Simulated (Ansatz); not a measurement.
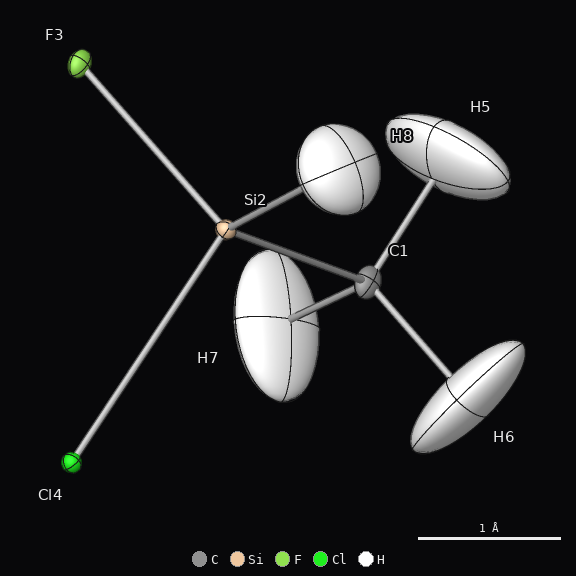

Displacement ellipsoids at the 50 % level, enlarged 1.5 times, from the internal vibrations of the free molecule (harmonic, no overall translation or rotation; no half-axis is drawn under 0.075 Å). Vibrations computed with RKS PBE0-D4/def2-TZVP (Ansatz 0.2.0). Temperature: 100 K.

Give the displacement parameters, one line for each set of equivalent atoms.

| atom | U_eq (Å²) | rms amplitudes (Å) |
| --- | --- | --- |
| C1 | 0.0019 | 0.026, 0.044, 0.056 |
| Si2 | 0.00088 | 0.027, 0.028, 0.033 |
| F3 | 0.0014 | 0.022, 0.039, 0.047 |
| Cl4 | 0.00054 | 0.012, 0.025, 0.029 |
| H5 | 0.0282 | 0.088, 0.151, 0.233 |
| H6 | 0.0283 | 0.082, 0.151, 0.236 |
| H7 | 0.0292 | 0.075, 0.153, 0.242 |
| H8 | 0.0166 | 0.090, 0.143, 0.146 |
